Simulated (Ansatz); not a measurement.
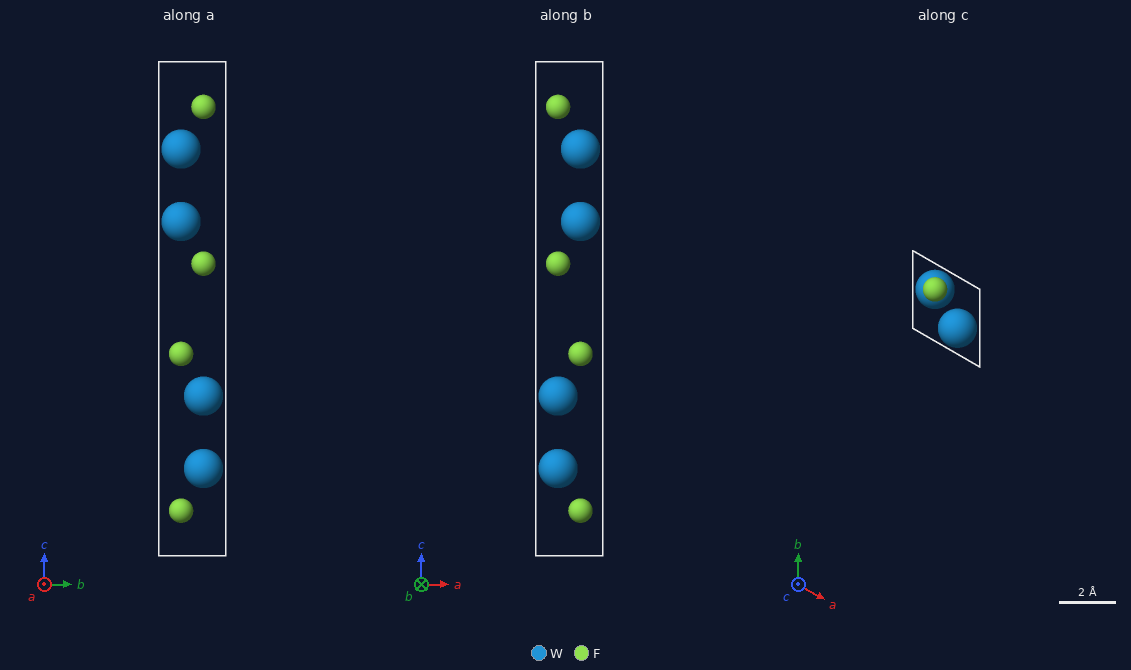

The crystal in a spheres-only representation, seen along the a axis, along the b axis and along the c axis. The wireframe shows the conventional unit cell.

Lattice parameters: a = 2.807 Å, b = 2.807 Å, c = 17.851 Å, α = 90.00°, β = 90.00°, γ = 120.00°.

Question: Set out the cell and atoms as a table of Wyckoff sites, with free fractional coordinates to two decimals.

Answer: Space group P6_3/mmc (No. 194).
| atom | site | x | y | z |
| --- | --- | --- | --- | --- |
| W | 4f | 0.3333 | 0.6667 | 0.18 |
| F | 4f | 0.3333 | 0.6667 | 0.59 |

The initial geometry was a structure type filled with these elements by a generator (whether the compound takes this form wasn't checked). The final geometry of a relaxation with DFT PBE, scalar-relativistic, plane waves, PAW in Ansatz is shown.
